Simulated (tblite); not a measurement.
Geometry relaxation of C$_{3}$H$_{10}$O$_{3}$SSi$_{2}$ (part 1 of 2)

- system: C$_{3}$H$_{10}$O$_{3}$SSi$_{2}$, SMILES CS[SiH2]O[SiH2]OC(C)=O
- method: GFN2-xTB geometry optimisation, gas phase (tblite 0.8.0)

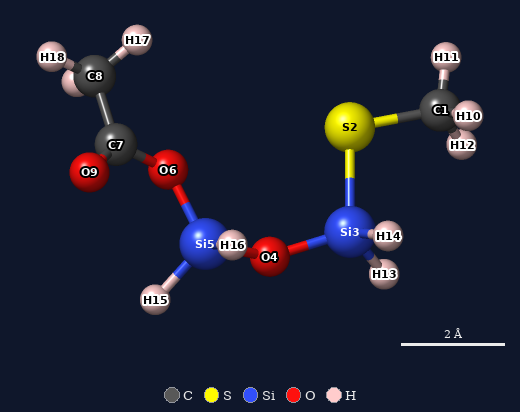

The structure as given in the input (ball-and-stick view, seen at a tilt; atoms are numbered from 1 in the order of the input).

**Input file**
```
{"job": {"xc": "GFN2-xTB", "basis": "xTB", "kind": "relax"}, "charge": 0, "multiplicity": 1}
C      3.532200     1.826000    -0.415400
S      1.843100     1.201600    -0.648200
Si     2.104000    -0.922600    -0.412800
O      0.645200    -1.652400    -0.678400
Si    -0.808700    -1.843800     0.101100
O     -1.719900    -0.472400    -0.070300
C     -2.929100    -0.318500     0.504200
C     -3.481900     1.034500     0.177000
O     -3.505300    -1.147500     1.203900
H      3.901100     1.572900     0.582700
H      3.509200     2.916400    -0.510900
H      4.192400     1.421400    -1.174800
H      3.081700    -1.380400    -1.404400
H      2.598000    -1.202200     0.947200
H     -1.516400    -2.978500    -0.525800
H     -0.551700    -2.123600     1.537600
H     -2.824800     1.813400     0.559400
H     -4.470400     1.138200     0.642800
H     -3.608500     1.126700    -0.903600
```

The first line tells a small driver script what to run in tblite; the rest is the geometry in Å.

Machine: 1 CPU thread, shared host.

Launched with:
```bash
OMP_NUM_THREADS=1 python <driver script> task.json out
```

**Log**
```
step      E/eV     max force
  0    -833.21890    2.519
  1    -833.27495    2.706
  2    -833.33472    0.522
  3    -833.36096    0.343
  4    -833.37796    0.464
  5    -833.39390    0.403
  6    -833.41407    0.400
  7    -833.43035    0.328
  8    -833.44102    0.268
  9    -833.44784    0.204
 10    -833.45289    0.208
 11    -833.45784    0.159
 12    -833.46279    0.185
 13    -833.46627    0.120
 14    -833.46824    0.086
 15    -833.46947    0.081
 16    -833.47053    0.079
 17    -833.47167    0.096
 18    -833.47290    0.087
 19    -833.47427    0.088
 20    -833.47569    0.100
 21    -833.47701    0.081
 22    -833.47822    0.095
 23    -833.47960    0.108
 24    -833.48127    0.121
 25    -833.48294    0.117
 26    -833.48423    0.072
 27    -833.48518    0.082
 28    -833.48612    0.084
 29    -833.48715    0.098
 30    -833.48802    0.082
 31    -833.48860    0.053
 32    -833.48908    0.062
 33    -833.48964    0.067
 34    -833.49022    0.062
 35    -833.49066    0.049
 36    -833.49094    0.046
 37    -833.49120    0.049
 38    -833.49154    0.051
 39    -833.49191    0.052
 40    -833.49223    0.040
 41    -833.49223    0.040
 42    -833.49237    0.036
 43    -833.49280    0.042
 44    -833.49291    0.046
 45    -833.49321    0.044
 46    -833.49349    0.049
 47    -833.49369    0.035
 48    -833.49388    0.042
 49    -833.49413    0.041
 50    -833.49444    0.046
 51    -833.49475    0.047
 52    -833.49502    0.033
 53    -833.49526    0.034
 54    -833.49554    0.044
 55    -833.49591    0.051
 56    -833.49628    0.055
 57    -833.49659    0.046
 58    -833.49684    0.043
 59    -833.49710    0.051
 60    -833.49739    0.053
 61    -833.49767    0.037
 62    -833.49788    0.029
 63    -833.49804    0.026
 64    -833.49818    0.030
 65    -833.49833    0.036
 66    -833.49847    0.026
 67    -833.49861    0.026
 68    -833.49877    0.030
 69    -833.49898    0.040
 70    -833.49929    0.046
 71    -833.49971    0.051
 72    -833.50021    0.063
 73    -833.50072    0.056
 74    -833.50119    0.053
 75    -833.50169    0.063
 76    -833.50222    0.066
 77    -833.50276    0.068
 78    -833.50315    0.139
 79    -833.50351    0.058
 80    -833.50381    0.039
 81    -833.50430    0.042
 82    -833.50462    0.053
 83    -833.50525    0.051
 84    -833.50567    0.037
 85    -833.50601    0.037
 86    -833.50631    0.049
 87    -833.50662    0.066
 88    -833.50699    0.054
 89    -833.50729    0.034
 90    -833.50738    0.025
 91    -833.50752    0.028
 92    -833.50764    0.026
 93    -833.50776    0.028
 94    -833.50785    0.023
 95    -833.50796    0.024
 96    -833.50810    0.033
 97    -833.50823    0.037
 98    -833.50837    0.060
 99    -833.50850    0.043
100    -833.50871    0.026
101    -833.50881    0.030
102    -833.50902    0.037
103    -833.50918    0.038
104    -833.50937    0.034
105    -833.50954    0.028
106    -833.50970    0.026
107    -833.50986    0.028
108    -833.51003    0.032
109    -833.51025    0.040
110    -833.51047    0.037
111    -833.51078    0.029
112    -833.51099    0.038
113    -833.51142    0.048
114    -833.51172    0.045
115    -833.51201    0.037
116    -833.51221    0.033
117    -833.51246    0.031
118    -833.51268    0.033
119    -833.51284    0.028
120    -833.51296    0.025
121    -833.51307    0.020
122    -833.51321    0.022
123    -833.51332    0.024
124    -833.51346    0.026
125    -833.51356    0.020
126    -833.51366    0.019
127    -833.51375    0.023
128    -833.51387    0.025
129    -833.51401    0.024
130    -833.51416    0.029
131    -833.51431    0.030
132    -833.51445    0.032
133    -833.51460    0.036
134    -833.51481    0.033
135    -833.51497    0.027
136    -833.51511    0.029
137    -833.51522    0.026
138    -833.51533    0.036
139    -833.51542    0.027
140    -833.51551    0.032
141    -833.51560    0.031
142    -833.51573    0.024
143    -833.51579    0.019
144    -833.51589    0.022
145    -833.51596    0.024
146    -833.51607    0.022
147    -833.51621    0.022
148    -833.51632    0.023
149    -833.51641    0.024
150    -833.51651    0.027
151    -833.51664    0.024
152    -833.51679    0.023
153    -833.51693    0.021
154    -833.51702    0.020
155    -833.51708    0.016
156    -833.51714    0.013
157    -833.51719    0.018
158    -833.51725    0.021
159    -833.51730    0.020
160    -833.51736    0.016
161    -833.51741    0.018
162    -833.51746    0.025
163    -833.51752    0.020
164    -833.51756    0.014
165    -833.51759    0.011
166    -833.51761    0.015
167    -833.51763    0.019
168    -833.51768    0.018
169    -833.51775    0.026
170    -833.51782    0.028
171    -833.51790    0.023
172    -833.51799    0.025
173    -833.51813    0.034
174    -833.51832    0.042
175    -833.51852    0.039
176    -833.51870    0.032
177    -833.51886    0.032
178    -833.51902    0.032
179    -833.51917    0.029
180    -833.51929    0.025
181    -833.51935    0.066
182    -833.51944    0.019
183    -833.51949    0.017
184    -833.51953    0.016
185    -833.51957    0.017
186    -833.51962    0.012
187    -833.51964    0.012
188    -833.51966    0.010
189    -833.51968    0.010
190    -833.51971    0.013
191    -833.51973    0.013
192    -833.51976    0.010
193    -833.51977    0.010
194    -833.51979    0.008
195    -833.51980    0.010
196    -833.51981    0.011
197    -833.51983    0.015
198    -833.51984    0.014
199    -833.51986    0.010
200    -833.51988    0.012
201    -833.51990    0.015
202    -833.51994    0.027
203    -833.52000    0.034
204    -833.52006    0.027
205    -833.52010    0.012
206    -833.52013    0.014
207    -833.52016    0.013
208    -833.52019    0.014
209    -833.52021    0.010
210    -833.52023    0.009
211    -833.52024    0.009
212    -833.52026    0.009
213    -833.52027    0.007
214    -833.52027    0.006
215    -833.52028    0.007
216    -833.52029    0.008
217    -833.52029    0.006
218    -833.52030    0.004
219    -833.52030    0.007
220    -833.52031    0.012
221    -833.52031    0.014
222    -833.52032    0.010
223    -833.52033    0.005
224    -833.52033    0.007
225    -833.52034    0.012
226    -833.52036    0.017
227    -833.52038    0.016
228    -833.52039    0.009
229    -833.52040    0.013
230    -833.52042    0.016
231    -833.52045    0.017
232    -833.52047    0.012
233    -833.52050    0.013
234    -833.52052    0.014
235    -833.52053    0.015
236    -833.52054    0.010
237    -833.52055    0.005
238    -833.52055    0.005
239    -833.52056    0.009
240    -833.52056    0.009
241    -833.52057    0.006
242    -833.52057    0.004
```

**Trajectory as extended XYZ (Å, eV, eV/Å), 12 frames, from step=0 to step=242**
```
19
Properties=species:S:1:pos:R:3:forces:R:3 step=0 energy=-833.21890
C     3.5322    1.8260   -0.4154    0.3270   0.2640   0.2620
S     1.8431    1.2016   -0.6482   -0.1910  -0.1890   0.0250
Si    2.1040   -0.9226   -0.4128   -0.3910  -0.0530  -0.0200
O     0.6452   -1.6524   -0.6784   -0.1990   0.4320   0.7460
Si   -0.8087   -1.8438    0.1011    0.4910  -0.5450   0.0430
O    -1.7199   -0.4724   -0.0703   -0.3460  -0.5830   0.5280
C    -2.9291   -0.3185    0.5042   -0.5630  -0.9250   0.8390
C    -3.4819    1.0345    0.1770   -0.7670   0.0350   0.1720
O    -3.5053   -1.1475    1.2039    1.5320   1.3360  -1.4880
H     3.9011    1.5729    0.5827   -0.1140  -0.0250  -0.2360
H     3.5092    2.9164   -0.5109   -0.1350  -0.3060  -0.0070
H     4.1924    1.4214   -1.1748   -0.0060  -0.0790  -0.0050
H     3.0817   -1.3804   -1.4044   -0.3440  -0.0720   0.0070
H     2.5980   -1.2022    0.9472   -0.1880   0.0450  -0.2010
H    -1.5164   -2.9785   -0.5258    0.3690   0.4040  -0.0430
H    -0.5517   -2.1236    1.5376   -0.0140   0.2500  -0.4940
H    -2.8248    1.8134    0.5594    0.0430  -0.0750  -0.2010
H    -4.4704    1.1382    0.6428    0.2610   0.0030  -0.0720
H    -3.6085    1.1267   -0.9036    0.2370   0.0830   0.1440
19
Properties=species:S:1:pos:R:3:forces:R:3 step=22 energy=-833.47822
C     3.5265    1.8077   -0.4097   -0.0030   0.0050   0.0040
S     1.7994    1.2543   -0.6219    0.0190  -0.0750  -0.0050
Si    2.0618   -0.8522   -0.3911   -0.0170  -0.0090   0.0010
O     0.6237   -1.5737   -0.5291   -0.0060   0.0260   0.0540
Si   -0.8040   -1.8733    0.1617    0.0050  -0.0080   0.0170
O    -1.6608   -0.4763   -0.0231    0.0020   0.0250  -0.0500
C    -2.8794   -0.3213    0.4882    0.0150  -0.0020  -0.0240
C    -3.4702    1.0229    0.1727    0.0250  -0.0100   0.0050
O    -3.4161   -1.1869    1.1245   -0.0500   0.0160  -0.0110
H     3.8812    1.5290    0.5776    0.0080  -0.0090  -0.0340
H     3.5248    2.8878   -0.5106    0.0020  -0.0150  -0.0030
H     4.1497    1.3641   -1.1795   -0.0060   0.0000   0.0280
H     2.8256   -1.4458   -1.4831   -0.0100   0.0860   0.0380
H     2.6058   -1.1149    0.9411    0.0180   0.0320  -0.0710
H    -1.3640   -2.9417   -0.6417   -0.0330   0.0060  -0.0280
H    -0.6150   -2.1256    1.5770    0.0200  -0.0400   0.0680
H    -2.7970    1.8026    0.5204    0.0130   0.0040   0.0370
H    -4.4440    1.1235    0.6443    0.0310  -0.0040  -0.0310
H    -3.5579    1.1290   -0.9067   -0.0340  -0.0280   0.0060
19
Properties=species:S:1:pos:R:3:forces:R:3 step=44 energy=-833.49291
C     3.5185    1.7944   -0.4183   -0.0030   0.0040   0.0000
S     1.7759    1.2857   -0.6089   -0.0090   0.0110   0.0160
Si    2.0590   -0.8141   -0.3818    0.0010  -0.0150  -0.0020
O     0.6467   -1.5896   -0.3851   -0.0130   0.0010  -0.0040
Si   -0.8181   -1.9029    0.2145   -0.0120  -0.0020   0.0130
O    -1.6423   -0.4850    0.0223    0.0080  -0.0120   0.0150
C    -2.8866   -0.3322    0.4663    0.0180   0.0280  -0.0320
C    -3.4463    1.0270    0.1598    0.0080  -0.0160   0.0120
O    -3.4692   -1.2103    1.0424   -0.0370  -0.0050  -0.0030
H     3.8748    1.4998    0.5629    0.0210   0.0100   0.0030
H     3.5512    2.8732   -0.5170   -0.0130   0.0100  -0.0060
H     4.1217    1.3316   -1.1920   -0.0020   0.0040  -0.0070
H     2.7595   -1.3507   -1.5398    0.0080  -0.0150  -0.0060
H     2.7254   -1.0455    0.8957    0.0090  -0.0100   0.0000
H    -1.3709   -2.9183   -0.6635    0.0140   0.0080   0.0040
H    -0.6915   -2.2198    1.6272   -0.0030  -0.0010  -0.0090
H    -2.7568    1.7901    0.5144   -0.0130  -0.0110  -0.0130
H    -4.4181    1.1395    0.6314    0.0070   0.0180  -0.0110
H    -3.5427    1.1364   -0.9194    0.0110  -0.0060   0.0320
19
Properties=species:S:1:pos:R:3:forces:R:3 step=66 energy=-833.49847
C     3.5107    1.8235   -0.4291   -0.0100  -0.0070  -0.0020
S     1.7748    1.2634   -0.5221    0.0070  -0.0100   0.0150
Si    2.0735   -0.8429   -0.3617    0.0060   0.0110  -0.0040
O     0.6433   -1.5860   -0.3555    0.0140  -0.0030   0.0110
Si   -0.8192   -1.9149    0.2409    0.0050  -0.0020  -0.0060
O    -1.6482   -0.4989    0.0810    0.0190   0.0170  -0.0050
C    -2.9157   -0.3387    0.4513    0.0120  -0.0080   0.0200
C    -3.4277    1.0414    0.1548    0.0000  -0.0110  -0.0020
O    -3.5515   -1.2224    0.9582   -0.0090   0.0060  -0.0120
H     3.9305    1.5563    0.5351   -0.0040   0.0010  -0.0040
H     3.4985    2.9018   -0.5435    0.0060  -0.0080   0.0030
H     4.0875    1.3711   -1.2288   -0.0130  -0.0010  -0.0050
H     2.7424   -1.3567   -1.5500   -0.0080   0.0120   0.0070
H     2.7682   -1.1335    0.8893   -0.0070   0.0170  -0.0170
H    -1.3614   -2.9140   -0.6601   -0.0070  -0.0200  -0.0050
H    -0.6836   -2.2616    1.6454   -0.0220   0.0010   0.0090
H    -2.7155    1.7800    0.5143   -0.0070  -0.0050  -0.0080
H    -4.4001    1.1860    0.6158    0.0060   0.0010   0.0080
H    -3.5162    1.1551   -0.9240    0.0130   0.0090  -0.0040
```
